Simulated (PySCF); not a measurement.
# H4W (W(H)4) (triplet): what the fields show

The calculation's input:

```
mol = gto.M(atom='''
W     -0.00000    -0.00000    -0.00000
H      0.98876     0.98876     0.98876
H     -0.98876    -0.98876     0.98876
H      0.98876    -0.98876    -0.98876
H     -0.98876     0.98876    -0.98876''',
    basis={'W': 'def2-SVP', 'H': 'def2-SVP'},
    ecp={'W': 'def2-SVP'},
    charge=0, spin=2)
mf = dft.UKS(mol, xc='PBE')
mf.grids.atom_grid = (75, 302)  # f atoms: at least (60, 302), unpruned
mf = mf.density_fit()  # W def2-universal-JKFIT, H def2-universal-JKFIT
mf.conv_tol = 1e-09; mf.max_cycle = 55
mf.kernel(dm0)
```

Command:

```sh
OMP_NUM_THREADS=2 python run.py
```

Core potentials replace the inner electrons of W.

The calculation used UKS PBE, W def2-SVP with ECP60, H def2-SVP; non-relativistic Hamiltonian with scalar-relativistic core potentials where named; density fitting (PySCF 2.14.0).

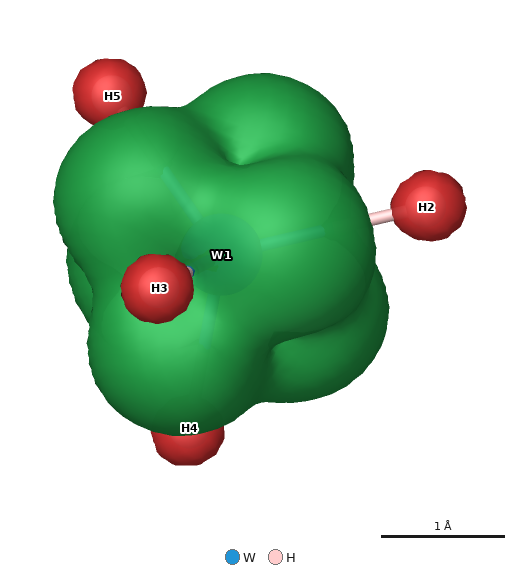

Figure 1. Isosurfaces of the spin density at +0.05 (green) and −0.05 e/Å³ (red), seen at a tilt.

**Describe the spin distribution.**

The unpaired spin (2 electrons) lies mostly on W1 (about 1.9), in electrons by Hirshfeld's partition.

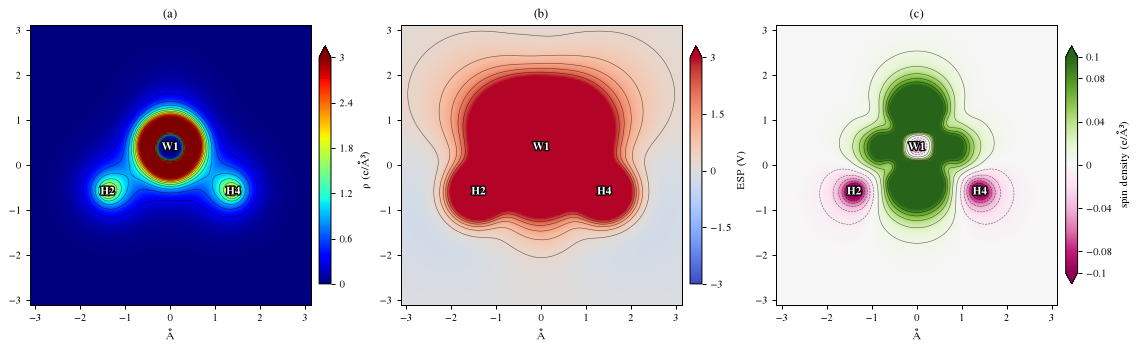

Figure 2. (a) electron density; (b) molecular electrostatic potential; (c) spin density (α minus β) on the plane of atoms H2, W1 and H4.

**Describe what can be read from this map.**

- The section cuts through W and H sites.
- W–H (1.71 Å): ρ at the midpoint is about 1.3 e/Å³.
- The potential has no marked negative region in this plane.

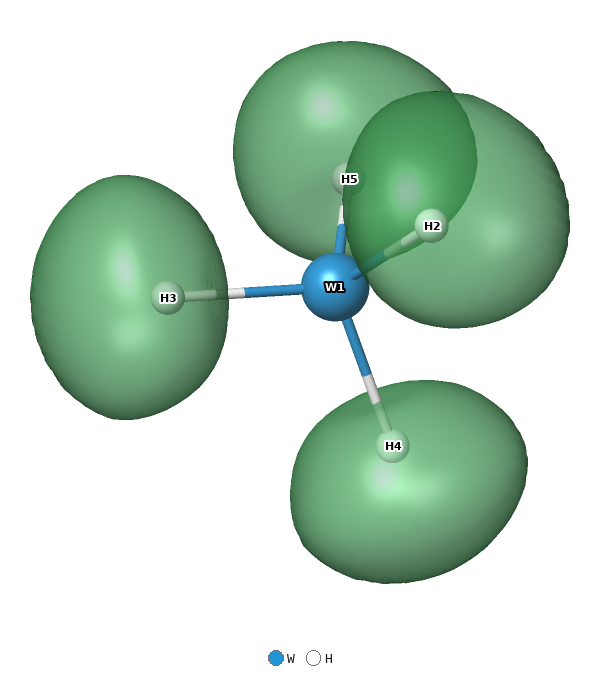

Figure 3. Isosurface of the electron localisation function at 0.75 (green), seen at a tilt. Core shells and regions of very low density are left out.

**Where are the electrons localised?**

The surface consists of four regions around hydrogen nuclei. Along the contacts the grid gives the following. W–H (1.71 Å): the ELF climbs to about 1 towards the hydrogen.

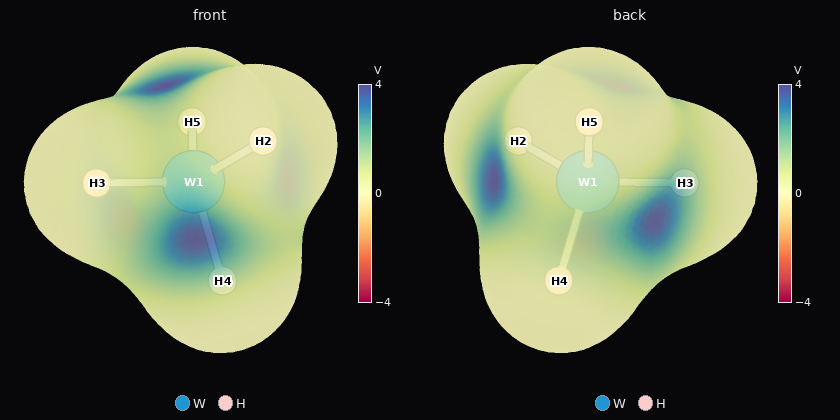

Figure 4. The molecular electrostatic potential painted on the density surface at 0.004 e/bohr³, seen from the front and from behind; red is negative and blue positive.

**Describe the electrostatic potential map.**

The most negative region (about −0.1 V) lies over H2, H3, H4 and H5, the most positive (about +3.8 V) over W1.
